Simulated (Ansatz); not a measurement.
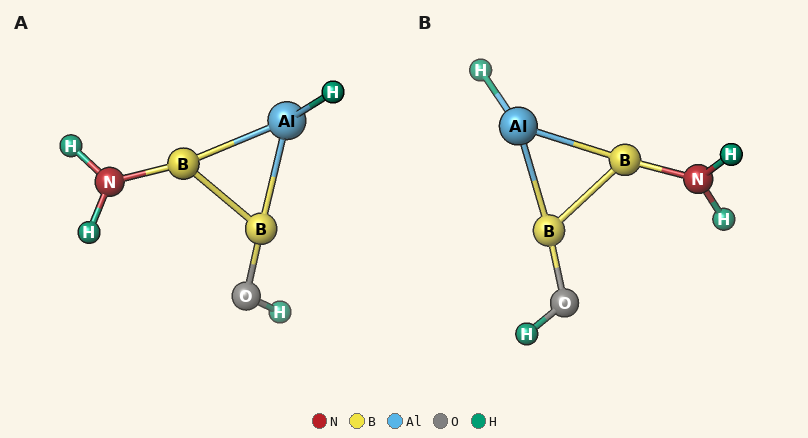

Atoms fade into the background with distance from the viewer. Computed geometry: PBE0-D4/def2-TZVP optimisation.

How are A and B related: the same structure turned, mirror images, conformers, diastereomers or constitutional isomers?

They are the same structure, AlB2H4NO (N[B]1[AlH][B]1O), seen from two directions: a rotation takes one into the other. The geometry is chiral (C1), so its mirror image would differ.
